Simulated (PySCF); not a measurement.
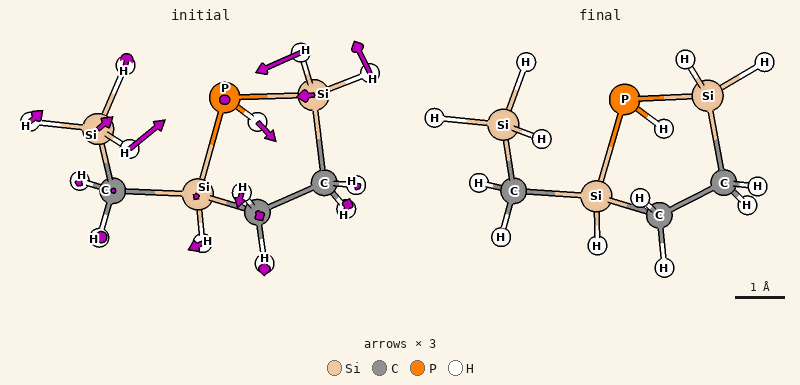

The structure of C₃H₁₃PSi₃ before (left) and after (right) a relaxation, at one scale. The purple arrows give the displacements, magnified 3 times.

The picture is a ball-and-stick view, seen at a tilt.

The start comes from GFN2-xTB. Its atoms were then displaced at random by about 0.01 Å.

These are results of PySCF, PBE0-D3(BJ)/def2-SVP geometry optimisation, gas phase, not measurements. 

What changed between the two?

Answer. The largest move after the best rigid fit is that of an H atom, 0.39 Å. By element the largest moves are H 0.39 Å, Si 0.16 Å, P 0.10 Å, C 0.10 Å. Near-neighbour distances that change, for instance: H–Si 1.447 → 1.495 Å, C–H 1.062 → 1.104 Å, P–Si 2.245 → 2.285 Å, C–Si 1.928 → 1.896 Å. Among the angles between lasting bonds that change: C–C–H 106.8° → 111.9°, Si–C–H 111.1° → 107.1°, C–Si–H 110.8° → 113.5°. The energy falls by 4.68 kcal/mol in 14 geometry steps. Cost: 3.7 min on 1 thread of Intel(R) Xeon(R) Platinum 8488C, on a shared host.
